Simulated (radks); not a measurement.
# Filling a Woods-Saxon well (radius 2.22 bohr*, depth 23.1 hartree*, edge 0.14 bohr*), with a point charge of +2 at the centre: electrons 26 to 28

Which level does each new electron take in a Woods-Saxon well (radius 2.22 bohr*, depth 23.1 hartree*, edge 0.14 bohr*), with a point charge of +2 at the centre, and at which counts is the dot hardest to charge further? Each count tries a few candidate levels and keeps the lowest.

Method: non-relativistic spin-polarised Kohn-Sham, LDA (Slater exchange, Perdew-Wang correlation), spherically averaged shells; computed with radks, version 2.

### Step 1. What is given

```
well                     : a Woods-Saxon well (radius 2.22 bohr*, depth 23.1 hartree*, edge 0.14 bohr*), with a point charge of +2 at the centre
functional               : LDA (Slater exchange, Perdew-Wang correlation)
levels                   : named by radial order: 1s, 1p, 1d, 2s, 1f and so on
units                    : effective atomic units, hartree* and bohr*
configuration carried in : 1s2 1p6 1d10 2s2 1f(up 5, down 0) (N = 25, energy -354.182388)
```

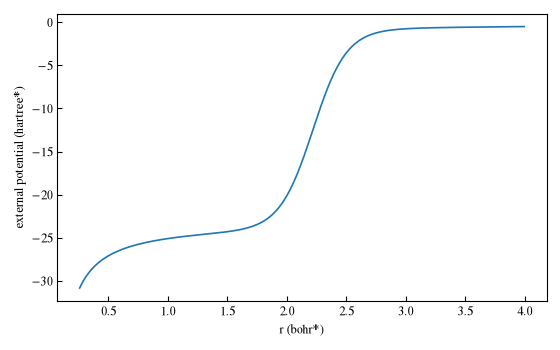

The external potential that the electrons feel.

### Step 2. N = 26

Trying: add 1f up. The run's settings:

```ini
kind = woods-saxon
xc = PW
radius = 2.22  # bohr
depth = 23.1  # hartree
edge = 0.14  # bohr
z = 2  # e
electrons = 26
background = 0  # e
configuration = 1s2 1p6 1d10 2s2 1f(up 6, down 0)
```

Started as:

```bash
$ python run_model.py task.json out
```

task.json names the series; the program runs every candidate in turn, and a move starts from the lowest state found so far. In the records, mag is the spin moment and err the last SCF error; their hartree and bohr are effective units.

Results of the run (chosen fields of its result record, rounded):

```text
status: converged
energy_total [hartree]: -359.335671
energy_kinetic [hartree]: 70.39
energy_external [hartree]: -614.0962
energy_hartree [hartree]: 203.3701
energy_xc [hartree]: -18.99956
energy_background [hartree]: 0.0
orbitals [level, occupation, hartree, mean radius in bohr]:
  - ["1s up", 1, -8.08614, 1.22499]
  - ["1p up", 3, -7.2486, 1.47651]
  - ["1d up", 5, -6.2103, 1.57166]
  - ["2s up", 1, -5.95152, 0.994095]
  - ["1f up", 6, -4.88927, 1.64225]
  - ["1s down", 1, -8.00326, 1.20234]
  - ["1p down", 3, -7.13643, 1.47105]
  - ["1d down", 5, -6.08949, 1.56958]
  - ["2s down", 1, -5.89839, 1.00998]
r2_mean [bohr^2]: 2.399199
mag [bohr magneton]: 6
err: 8e-11
```

Trying: add 1f down. Changed: configuration = 1s2 1p6 1d10 2s2 1f(up 5, down 1).

Result:

```text
status: converged
energy_total [hartree]: -359.232041
energy_kinetic [hartree]: 70.38154
energy_external [hartree]: -614.0815
energy_hartree [hartree]: 203.3626
energy_xc [hartree]: -18.8946
energy_background [hartree]: 0.0
orbitals [level, occupation, hartree, mean radius in bohr]:
  - ["1s up", 1, -8.07415, 1.22169]
  - ["1p up", 3, -7.23241, 1.47576]
  - ["1d up", 5, -6.1929, 1.57139]
  - ["2s up", 1, -5.94453, 0.996374]
  - ["1f up", 5, -4.87134, 1.64219]
  - ["1s down", 1, -8.01917, 1.20672]
  - ["1p down", 3, -7.1581, 1.47217]
  - ["1d down", 5, -6.11292, 1.57003]
  - ["2s down", 1, -5.9094, 1.00687]
  - ["1f down", 1, -4.78875, 1.64185]
r2_mean [bohr^2]: 2.399379
mag [bohr magneton]: 4
err: 6.8e-11
```

Trying: add 2p up. Changed: configuration = 1s2 1p6 1d10 2s2 1f(up 5, down 0) 2p(up 1, down 0).

Result:

```text
status: converged
energy_total [hartree]: -357.792656
energy_kinetic [hartree]: 71.05615
energy_external [hartree]: -614.3019
energy_hartree [hartree]: 204.3713
energy_xc [hartree]: -18.91822
energy_background [hartree]: 0.0
orbitals [level, occupation, hartree, mean radius in bohr]:
  - ["1s up", 1, -8.01649, 1.25261]
  - ["1p up", 3, -7.21265, 1.48296]
  - ["1d up", 5, -6.18419, 1.57521]
  - ["2s up", 1, -5.82674, 0.982554]
  - ["1f up", 5, -4.86953, 1.64457]
  - ["2p up", 1, -3.29784, 1.22638]
  - ["1s down", 1, -7.91393, 1.24507]
  - ["1p down", 3, -7.10108, 1.48139]
  - ["1d down", 5, -6.07014, 1.5745]
  - ["2s down", 1, -5.74201, 0.984943]
r2_mean [bohr^2]: 2.376361
mag [bohr magneton]: 6
err: 1.7e-09
```

Trying: move 1f up to 1f down: the same state as a run above.

| candidate | configuration | above the lowest (hartree*) |
| --- | --- | --- |
| add 1f up | 1s2 1p6 1d10 2s2 1f(up 6, down 0) | lowest |
| add 1f down | 1s2 1p6 1d10 2s2 1f(up 5, down 1) | 0.104 |
| add 2p up | 1s2 1p6 1d10 2s2 1f(up 5, down 0) 2p(up 1, down 0) | 1.54 |
| move 1f up to 1f down | 1s2 1p6 1d10 2s2 1f(up 5, down 1) | 0.104 |

Lowest: 1s2 1p6 1d10 2s2 1f(up 6, down 0).

### Step 3. N = 27

Trying: add 1f up. The run's settings:

```ini
kind = woods-saxon
xc = PW
radius = 2.22  # bohr
depth = 23.1  # hartree
edge = 0.14  # bohr
z = 2  # e
electrons = 27
background = 0  # e
configuration = 1s2 1p6 1d10 2s2 1f(up 7, down 0)
```

Results of the run (chosen fields of its result record, rounded):

```text
status: converged
energy_total [hartree]: -363.961098
energy_kinetic [hartree]: 74.17914
energy_external [hartree]: -636.2673
energy_hartree [hartree]: 218.0848
energy_xc [hartree]: -19.95777
energy_background [hartree]: 0.0
orbitals [level, occupation, hartree, mean radius in bohr]:
  - ["1s up", 1, -7.52949, 1.23504]
  - ["1p up", 3, -6.70521, 1.48208]
  - ["1d up", 5, -5.67514, 1.576]
  - ["2s up", 1, -5.39888, 0.989973]
  - ["1f up", 7, -4.36168, 1.64591]
  - ["1s down", 1, -7.43427, 1.20935]
  - ["1p down", 3, -6.57732, 1.47598]
  - ["1d down", 5, -5.53767, 1.5737]
  - ["2s down", 1, -5.33918, 1.00798]
r2_mean [bohr^2]: 2.425926
mag [bohr magneton]: 7
err: 8.6e-11
```

Trying: add 1f down. Changed: configuration = 1s2 1p6 1d10 2s2 1f(up 6, down 1).

Result:

```text
status: converged
energy_total [hartree]: -363.839972
energy_kinetic [hartree]: 74.16924
energy_external [hartree]: -636.2501
energy_hartree [hartree]: 218.076
energy_xc [hartree]: -19.83511
energy_background [hartree]: 0.0
orbitals [level, occupation, hartree, mean radius in bohr]:
  - ["1s up", 1, -7.51793, 1.23189]
  - ["1p up", 3, -6.68972, 1.48137]
  - ["1d up", 5, -5.65855, 1.57575]
  - ["2s up", 1, -5.3924, 0.992131]
  - ["1f up", 6, -4.3446, 1.64586]
  - ["1s down", 1, -7.45029, 1.21372]
  - ["1p down", 3, -6.59901, 1.47708]
  - ["1d down", 5, -5.56109, 1.57414]
  - ["2s down", 1, -5.35015, 1.00487]
  - ["1f down", 1, -4.24406, 1.64548]
r2_mean [bohr^2]: 2.426124
mag [bohr magneton]: 5
err: 7.8e-11
```

Trying: add 2p up. Changed: configuration = 1s2 1p6 1d10 2s2 1f(up 6, down 0) 2p(up 1, down 0).

Result:

```text
status: converged
energy_total [hartree]: -362.398599
energy_kinetic [hartree]: 74.84225
energy_external [hartree]: -636.4656
energy_hartree [hartree]: 219.0911
energy_xc [hartree]: -19.86632
energy_background [hartree]: 0.0
orbitals [level, occupation, hartree, mean radius in bohr]:
  - ["1s up", 1, -7.46115, 1.26258]
  - ["1p up", 3, -6.66993, 1.48851]
  - ["1d up", 5, -5.64961, 1.57953]
  - ["2s up", 1, -5.27346, 0.978555]
  - ["1f up", 6, -4.34244, 1.64821]
  - ["2p up", 1, -2.75092, 1.22705]
  - ["1s down", 1, -7.34598, 1.25215]
  - ["1p down", 3, -6.54235, 1.48627]
  - ["1d down", 5, -5.51852, 1.5786]
  - ["2s down", 1, -5.18212, 0.982901]
r2_mean [bohr^2]: 2.403807
mag [bohr magneton]: 7
err: 2e-09
```

Trying: move 1f up to 1f down: the same state as a run above.

| candidate | configuration | above the lowest (hartree*) |
| --- | --- | --- |
| add 1f up | 1s2 1p6 1d10 2s2 1f(up 7, down 0) | lowest |
| add 1f down | 1s2 1p6 1d10 2s2 1f(up 6, down 1) | 0.121 |
| add 2p up | 1s2 1p6 1d10 2s2 1f(up 6, down 0) 2p(up 1, down 0) | 1.56 |
| move 1f up to 1f down | 1s2 1p6 1d10 2s2 1f(up 6, down 1) | 0.121 |

Lowest: 1s2 1p6 1d10 2s2 1f(up 7, down 0).

### Step 4. N = 28

Trying: add 1f down. The run's settings:

```ini
kind = woods-saxon
xc = PW
radius = 2.22  # bohr
depth = 23.1  # hartree
edge = 0.14  # bohr
z = 2  # e
electrons = 28
background = 0  # e
configuration = 1s2 1p6 1d10 2s2 1f(up 7, down 1)
```

Results of the run (chosen fields of its result record, rounded):

```text
status: converged
energy_total [hartree]: -367.921405
energy_kinetic [hartree]: 77.93935
energy_external [hartree]: -658.3602
energy_hartree [hartree]: 233.2932
energy_xc [hartree]: -20.7937
energy_background [hartree]: 0.0
orbitals [level, occupation, hartree, mean radius in bohr]:
  - ["1s up", 1, -6.96322, 1.24189]
  - ["1p up", 3, -6.14801, 1.48687]
  - ["1d up", 5, -5.1249, 1.58004]
  - ["2s up", 1, -4.8412, 0.987999]
  - ["1f up", 7, -3.81836, 1.64947]
  - ["1s down", 1, -6.88327, 1.22069]
  - ["1p down", 3, -6.04156, 1.48194]
  - ["1d down", 5, -5.01076, 1.57821]
  - ["2s down", 1, -4.79234, 1.00285]
  - ["1f down", 1, -3.70073, 1.64906]
r2_mean [bohr^2]: 2.451656
mag [bohr magneton]: 6
err: 8.5e-11
```

Trying: add 2p up. Changed: configuration = 1s2 1p6 1d10 2s2 1f(up 7, down 0) 2p(up 1, down 0).

Result:

```text
status: converged
energy_total [hartree]: -366.477726
energy_kinetic [hartree]: 78.61072
energy_external [hartree]: -658.5707
energy_hartree [hartree]: 234.3143
energy_xc [hartree]: -20.83209
energy_background [hartree]: 0.0
orbitals [level, occupation, hartree, mean radius in bohr]:
  - ["1s up", 1, -6.90731, 1.27233]
  - ["1p up", 3, -6.12822, 1.49394]
  - ["1d up", 5, -5.11577, 1.58379]
  - ["2s up", 1, -4.72119, 0.97468]
  - ["1f up", 7, -3.81591, 1.6518]
  - ["2p up", 1, -2.20507, 1.22775]
  - ["1s down", 1, -6.7799, 1.25917]
  - ["1p down", 3, -5.98528, 1.4911]
  - ["1d down", 5, -4.9684, 1.58266]
  - ["2s down", 1, -4.6237, 0.980855]
r2_mean [bohr^2]: 2.429998
mag [bohr magneton]: 8
err: 7.3e-11
```

Trying: add 1g up. Changed: configuration = 1s2 1p6 1d10 2s2 1f(up 7, down 0) 1g(up 1, down 0).

Result:

```text
status: converged
energy_total [hartree]: -366.491917
energy_kinetic [hartree]: 79.40702
energy_external [hartree]: -658.0415
energy_hartree [hartree]: 233.059
energy_xc [hartree]: -20.91637
energy_background [hartree]: 0.0
orbitals [level, occupation, hartree, mean radius in bohr]:
  - ["1s up", 1, -6.98532, 1.24304]
  - ["1p up", 3, -6.17149, 1.4869]
  - ["1d up", 5, -5.14847, 1.57988]
  - ["2s up", 1, -4.85994, 0.987017]
  - ["1f up", 7, -3.84169, 1.64924]
  - ["1g up", 1, -2.2741, 1.70727]
  - ["1s down", 1, -6.87985, 1.21409]
  - ["1p down", 3, -6.02958, 1.47981]
  - ["1d down", 5, -4.99552, 1.57706]
  - ["2s down", 1, -4.79387, 1.00724]
r2_mean [bohr^2]: 2.45658
mag [bohr magneton]: 8
err: 9.6e-11
```

Trying: move 1f up to 1f down. Changed: configuration = 1s2 1p6 1d10 2s2 1f(up 6, down 2).

Result:

```text
status: converged
energy_total [hartree]: -367.823679
energy_kinetic [hartree]: 77.93133
energy_external [hartree]: -658.3464
energy_hartree [hartree]: 233.2862
energy_xc [hartree]: -20.69477
energy_background [hartree]: 0.0
orbitals [level, occupation, hartree, mean radius in bohr]:
  - ["1s up", 1, -6.95151, 1.23877]
  - ["1p up", 3, -6.13246, 1.48618]
  - ["1d up", 5, -5.10827, 1.57979]
  - ["2s up", 1, -4.83464, 0.990142]
  - ["1f up", 6, -3.80125, 1.64943]
  - ["1s down", 1, -6.89843, 1.22475]
  - ["1p down", 3, -6.06188, 1.48293]
  - ["1d down", 5, -5.03261, 1.57859]
  - ["2s down", 1, -4.80229, 0.999968]
  - ["1f down", 2, -3.72331, 1.64917]
r2_mean [bohr^2]: 2.451805
mag [bohr magneton]: 4
err: 7.4e-11
```

| candidate | configuration | above the lowest (hartree*) |
| --- | --- | --- |
| add 1f down | 1s2 1p6 1d10 2s2 1f(up 7, down 1) | lowest |
| add 2p up | 1s2 1p6 1d10 2s2 1f(up 7, down 0) 2p(up 1, down 0) | 1.44 |
| add 1g up | 1s2 1p6 1d10 2s2 1f(up 7, down 0) 1g(up 1, down 0) | 1.43 |
| move 1f up to 1f down | 1s2 1p6 1d10 2s2 1f(up 6, down 2) | 0.0977 |

Lowest: 1s2 1p6 1d10 2s2 1f(up 7, down 1).

From the same record, its empty bound levels (hartree) and its density (bohr, e/bohr³):

```text
empty: [["2p up", -2.2737], ["1g up", -2.2512], ["2d up", -0.19977], ["2p down", -2.2155], ["1g down", -2.1325], ["2d down", -0.12944]]
r: [0.06263, 0.22, 0.3774, 0.5348, 0.6922, 0.8495, 1.007, 1.164, 1.322, 1.479, 1.636, 1.794, 1.951, 2.109, 2.266, 2.423, 2.581, 2.738, 2.895, 3.053]
n: [4.775, 2.575, 1.425, 0.8378, 0.5752, 0.5194, 0.6049, 0.7745, 0.9561, 1.052, 0.9765, 0.7175, 0.389, 0.1441, 0.03689, 0.007226, 0.001241, 0.0002099, 3.623e-05, 6.342e-06]
```

### Step 5. The series side by side

| N | configuration | unpaired | chemical potential (hartree*) | addition energy (hartree*) | rms radius (bohr*) |
| --- | --- | --- | --- | --- | --- |
| 26 | 1s2 1p6 1d10 2s2 1f(up 6, down 0) | 6 | -5.153 | 0.528 | 1.55 |
| 27 | 1s2 1p6 1d10 2s2 1f(up 7, down 0) | 7 | -4.625 | 0.665 | 1.56 |
| 28 | 1s2 1p6 1d10 2s2 1f(up 7, down 1) | 6 | -3.960 | - | 1.57 |

Chemical potential E(N) - E(N-1); addition energy E(N+1) + E(N-1) - 2E(N).

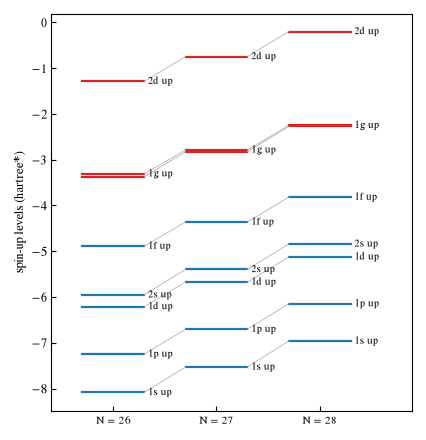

Spin-up levels of the kept configurations; wholly or partly filled blue, empty red.

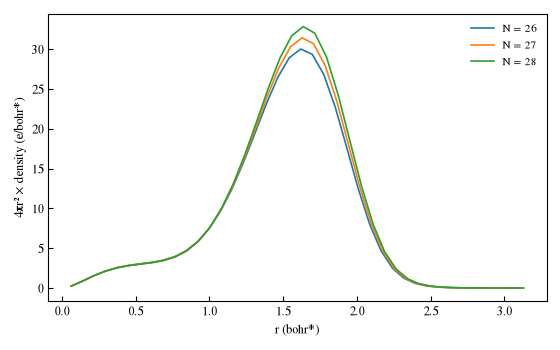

Radial distributions of the electrons.

### Step 6. Results

| quantity | value |
| --- | --- |
| closed shells at N | none in this range |
| largest addition energy | 0.665 hartree* at N = 27 (of N = 26 to 27) |
| most unpaired electrons | 7 at N = 27 |
| configuration at N = 28 | 1s2 1p6 1d10 2s2 1f(up 7, down 1) |

**Reading.** No closed-shell configuration falls in this range; the second difference peaks at N = 27, where a shell is half full. Among the lowest states kept at each count, up to 7 electrons are unpaired (N = 27), since exchange favours parallel spins. Spherical averaging forbids deformation, and the greedy search can miss a lower configuration.
